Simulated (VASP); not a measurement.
# Ga2O3: the band gap up a ladder of functionals, part 2 of 2

How far up the ladder of functionals must one climb to get the gap of Ga2O3 right? LASPH is on for some levels and off for others; the table marks which. The start is a cell from a database of measured crystal structures.

VASP 6.6.1, plane waves and PAW; the level of theory is named at each step.

So far, least gap on mesh and path (eV): step 2 (bands, level LDA, k 5×5×3) 2.35; step 4 (bands, level r2SCAN, k 5×5×3) 3.08; step 5 (bands, level TB-mBJ, k 5×5×3) 4.74; step 6 (bands, level AM05, k 5×5×3) 2.43; step 7 (bands, level SCAN, k 5×5×3) 2.97.

## Step 8: Starting orbitals for the hybrid

This step: PBE; plane waves and PAW (Ga_d, O) (VASP 6.6.1).

A hybrid converges badly from random orbitals, so a cheap semilocal run writes a WAVECAR on the same mesh first.

File INCAR:

```
SYSTEM = Ga2O3
PREC = Accurate
ENCUT = 520
EDIFF = 1E-05
NELM = 100
ISMEAR = 0
SIGMA = 0.02
LREAL = .FALSE.
ALGO = Normal
GGA = PE
NBANDS = 54
LORBIT = 11
LWAVE = .TRUE.
LCHARG = .FALSE.
KPAR = 8
```

File POSCAR:

```
Ga2O3
1.0
    6.1070000000     -1.5185500000      0.0000000000
    6.1070000000      1.5185500000      0.0000000000
   -1.3859888959      0.0000000000      5.6300087380
Ga O
4 6
Direct
    0.0905000000      0.0905000000      0.7946000000
    0.9095000000      0.9095000000      0.2054000000
    0.6586600000      0.6586600000      0.3140200000
    0.3413400000      0.3413400000      0.6859800000
    0.1645000000      0.1645000000      0.1098000000
    0.8355000000      0.8355000000      0.8902000000
    0.1733000000      0.1733000000      0.5632000000
    0.8267000000      0.8267000000      0.4368000000
    0.4959000000      0.4959000000      0.2566000000
    0.5041000000      0.5041000000      0.7434000000
```

File KPOINTS:

```
Automatic mesh
0
Gamma
5 5 3
0 0 0
```

The projector-augmented-wave data sets are Ga_d and O (PBE family, release 64).

On the command line:

```console
$ mpirun -np 8 vasp_std
```

It took 29 s on 8 MPI ranks of Intel Xeon Platinum 8488C (Sapphire Rapids), shared host; peak memory 3 GiB; 3.7 min of CPU time.

The gap is read on the k-mesh alone, so it is an upper bound where the band edges lie off the mesh.

A gap read on the k-mesh alone can miss the band edges.

Numbers from this step:

```yaml
scf_cycles: 14
bands: 54
free_energy_toten: -59.4814 eV
fermi_energy: 4.028 eV
pressure: 10.11 GPa
valence_top_at_k: 0, 0, 0
gap_on_the_k_mesh: 2.432 eV
least_direct_gap_on_the_k_mesh: 2.432 eV
```

Force by atom:

```csv
atom,x (eV/Å),y (eV/Å),z (eV/Å),size
Ga1,0.106,0.000,0.070,0.127
Ga2,-0.106,0.000,-0.070,0.127
Ga3,-0.033,0.000,0.070,0.077
Ga4,0.033,0.000,-0.070,0.077
O5,0.224,0.000,-0.112,0.251
O6,-0.224,0.000,0.112,0.251
O7,-0.034,0.000,-0.049,0.059
O8,0.034,0.000,0.049,0.059
O9,0.154,0.000,0.055,0.164
O10,-0.154,0.000,-0.055,0.164
```

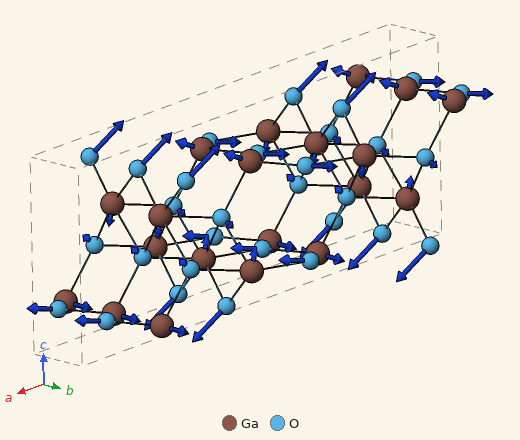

Force as arrows, the longest 0.251 eV/Å. 1×2×1 conventional cells are drawn. Some periodic images of atoms are drawn too.

## Step 9: Bands with HSE06, k 5×5×3

This step: HSE06; plane waves and PAW (Ga_d, O) (VASP 6.6.1).

HSE06 mixes in a quarter of exact exchange at short range, at far higher cost; in semiconductors this cures much of the gap error, while metals seldom gain.

File INCAR:

```
SYSTEM = Ga2O3
PREC = Accurate
ENCUT = 520
EDIFF = 1E-06
NELM = 100
ISMEAR = 0
SIGMA = 0.02
LREAL = .FALSE.
ALGO = Normal
LHFCALC = .TRUE.
AEXX = 0.25
GGA = PE
HFSCREEN = 0.2
LASPH = .TRUE.
NBANDS = 54
PRECFOCK = Fast
LORBIT = 11
LWAVE = .FALSE.
LCHARG = .FALSE.
KPAR = 8
```

POSCAR is that of step 8.

KPOINTS is that of step 8.

File KPOINTS_OPT:

```
Line mode
6
Line-mode
Reciprocal
  0.00000000   0.50000000   0.00000000 X
  0.00000000   0.00000000   0.00000000 GAMMA

  0.00000000   0.00000000   0.00000000 GAMMA
  0.00000000   0.00000000  -0.50000000 Y

  0.00000000   0.50000000  -0.50000000 L
  0.00000000   0.00000000   0.00000000 GAMMA

  0.00000000   0.00000000   0.00000000 GAMMA
 -0.50000000  -0.50000000   0.50000000 Z

 -0.50000000   0.00000000   0.50000000 N
  0.00000000   0.00000000   0.00000000 GAMMA

  0.00000000   0.00000000   0.00000000 GAMMA
 -0.50000000  -0.50000000   0.00000000 M

 -0.50000000   0.00000000   0.00000000 R
  0.00000000   0.00000000   0.00000000 GAMMA
```

The WAVECAR or CHGCAR of an earlier step is read.

On the command line:

```console
$ mpirun -np 8 vasp_std
```

It took 81 min on 8 MPI ranks.

The run was cut off at its time limit.

More ranks or a longer limit would be the way on.

## Step 10: Bands with PBE + SOC

This step: PBE, spin-orbit coupling; plane waves and PAW (Ga_d, O) (VASP 6.6.1).

Spin-orbit coupling needs spinors and the noncollinear program, where each band holds one electron.

File INCAR:

```
SYSTEM = Ga2O3
PREC = Accurate
ENCUT = 520
EDIFF = 1E-06
NELM = 100
ISMEAR = 0
SIGMA = 0.02
LREAL = .FALSE.
ALGO = Normal
GGA = PE
LNONCOLLINEAR = .TRUE.
MAGMOM = 0 0 0 0 0 0 0 0 0 0 0 0 0 0 0 0 0 0 0 0 0 0 0 0 0 0 0 0 0 0
NBANDS = 108
GGA_COMPAT = .FALSE.
LASPH = .TRUE.
LSORBIT = .TRUE.
LORBIT = 11
LWAVE = .FALSE.
LCHARG = .FALSE.
KPAR = 8
```

POSCAR is that of step 9.

File KPOINTS:

```
Automatic mesh
0
Gamma
6 6 3
0 0 0
```

KPOINTS_OPT, as its differences from that of step 9:

```diff
@@ -1,3 +1,3 @@
 Line mode
-6
+12
 Line-mode
```

On the command line:

```console
$ mpirun -np 8 vasp_ncl
```

Wall time 8.7 min (8 MPI ranks); peak memory 10 GiB.

LASPH is switched on together with spin-orbit coupling, so the change from the scalar run holds both.

Electronic bands along the path, in eV, zero at the valence-band top; v1 is the highest filled band, c1 the lowest empty one:

| point | v4 | v3 | v2 | v1 | c1 | c2 | c3 | c4 |
| --- | --- | --- | --- | --- | --- | --- | --- | --- |
| X | -0.45 | -0.45 | -0.12 | -0.12 | 5.69 | 5.69 | 6.55 | 6.55 |
| Γ | -0.27 | -0.27 | -0.01 | -0.01 | 2.43 | 2.43 | 5.73 | 5.73 |
| Y | -0.49 | -0.49 | -0.29 | -0.29 | 4.80 | 4.80 | 4.93 | 4.93 |
| jump to L | -0.73 | -0.73 | -0.64 | -0.64 | 6.95 | 6.95 | 6.98 | 6.98 |
| Γ | -0.27 | -0.27 | -0.01 | -0.01 | 2.43 | 2.43 | 5.73 | 5.73 |
| Z | -0.58 | -0.58 | 0.00 | 0.00 | 5.22 | 5.22 | 5.35 | 5.35 |
| jump to N | -0.73 | -0.73 | -0.64 | -0.64 | 6.95 | 6.95 | 6.98 | 6.98 |
| Γ | -0.27 | -0.27 | -0.01 | -0.01 | 2.43 | 2.43 | 5.73 | 5.73 |
| M | -0.41 | -0.41 | -0.15 | -0.15 | 4.59 | 4.59 | 4.85 | 4.85 |
| jump to R | -0.45 | -0.45 | -0.12 | -0.12 | 5.69 | 5.69 | 6.55 | 6.55 |
| Γ | -0.27 | -0.27 | -0.01 | -0.01 | 2.43 | 2.43 | 5.73 | 5.73 |

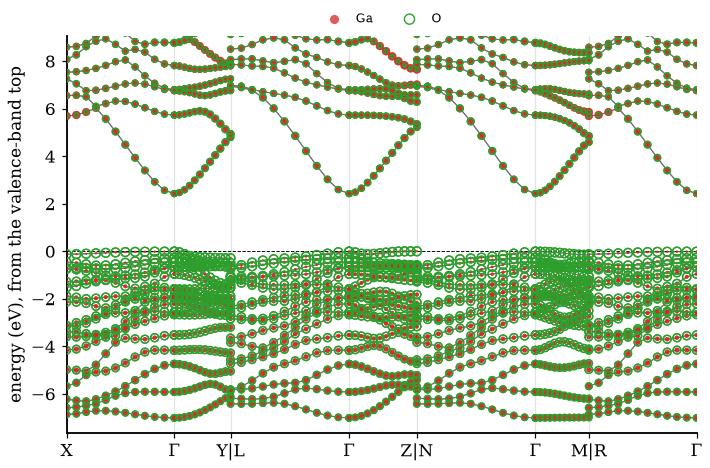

Electronic bands along the path; dots are coloured as in the legend, and their area grows with the weight.

The gap is 2.43 eV, indirect. The direct gap lies only 0.014 eV higher. Against PBE that is +0.01 eV, on another mesh; this run took 3.9 times the core time. The gap lies -2.42 eV from the measured 4.85 eV.

## Step 11: The ladder as a table

This step: ladder of functionals on one cell; plane waves and PAW (VASP 6.6.1).

No new run; the numbers come from the runs before.

A gap of 0 means none; cost is the wall time of each run, as given at its step, times its ranks, without the set-up around it; LASPH differs between rows, which moves results and costs too. Results by level, by row:

```csv
level,gap (eV),least direct gap (eV),pressure (GPa),cost (core minutes),LASPH
LDA,2.347,2.362,-2.76,16.5,off
PBE,2.417,2.433,10.14,17.9,off
r2SCAN,3.08,3.098,3.12,55.2,on
TB-mBJ,4.74,4.764,-,34.7,on
AM05,2.432,2.449,2.79,13.5,off
SCAN,2.972,2.991,1.98,36.9,on
PBE + SOC,2.428,2.442,10.11,69.6,on
```

## Step 12: What came out

```yaml
gap_lda: 2.35 eV
gap_pbe: 2.42 eV
gap_r2scan: 3.08 eV
gap_tb_mbj: 4.74 eV
gap_am05: 2.43 eV
gap_scan: 2.97 eV
gap_pbe_soc: 2.43 eV
```

For Ga2O3, without spin-orbit coupling, the functional decides between a gap of 2.35 eV (LDA) and 4.74 eV (TB-mBJ), while across these levels the cost spans a factor of 4.1. The cheapest level whose gap lies within 0.34 eV of experiment (a bound picked here) is TB-mBJ, at 35 core minutes. The measured gap holds spin-orbit coupling, which only the runs so named include; it raises a p-like valence top, so a match without it is partly luck. In most such crystals zero-point and thermal motion narrow the gap, so the static value to match lies above the measured one, and levels a little over it fare better than the table shows. Spin-orbit coupling changes the PBE gap by +0.01 eV (the two runs use different meshes). All levels use one geometry, and one mesh but for spin-orbit runs, kept coarse to afford the hybrids, so no gap here is fully converged. Costs come from a shared host. Not obtained: HSE06, because the run hit its time limit. These are single-particle gaps of a static lattice, without excitons or temperature. LASPH is on for some levels and off for others, so differences between them are not the functional's alone. The spin-orbit shifts include the switch to LASPH.

Calculation against experiment:

```
                 quantity  measured              LDA              PBE           r2SCAN           TB-mBJ             AM05             SCAN  PBE + spin-orbit
band gap (least gap) (eV)      4.85  2.35 (-2.50 eV)  2.42 (-2.43 eV)  3.08 (-1.77 eV)  4.74 (-0.11 eV)  2.43 (-2.42 eV)  2.97 (-1.88 eV)   2.43 (-2.42 eV)
```

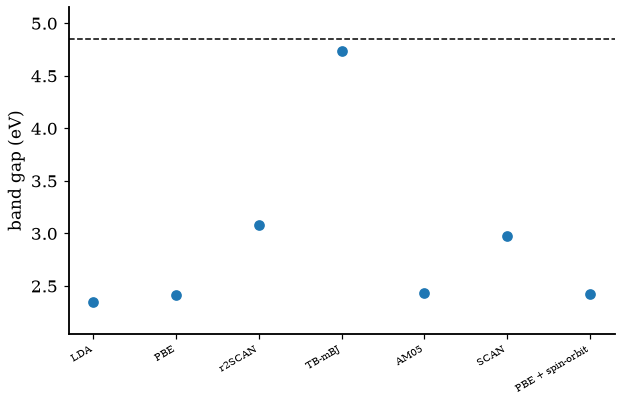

The band gap by level; the dashed line is the measured value.

Measured values from arxiv:1908.09569 (2019).

Verdict: For the band gap, of the levels listed nearest comes TB-mBJ (-0.11 eV, good agreement) and farthest LDA (-2.50 eV, a clear miss). Local and semilocal functionals usually give gaps below the measured ones. Zero-point and thermal motion shift the measured gap. No cell relaxation is part of this session.

[Lines on the potential files, build, host, timing and source positions are cut from VASP's logs without a mark.]

[Logs are printed without paths, hosts, clocks, repeated set-up lines and the standing remarks that a program may print on its own settings, such as how far it seeks lower states.]

[Hosts, paths, dates, database ids (printed as entryN), source tags and the programs' standing remarks are cut or masked in the printed files.]

[A measured line is paired with the nearest computed mode of its activity, which favours agreement.]
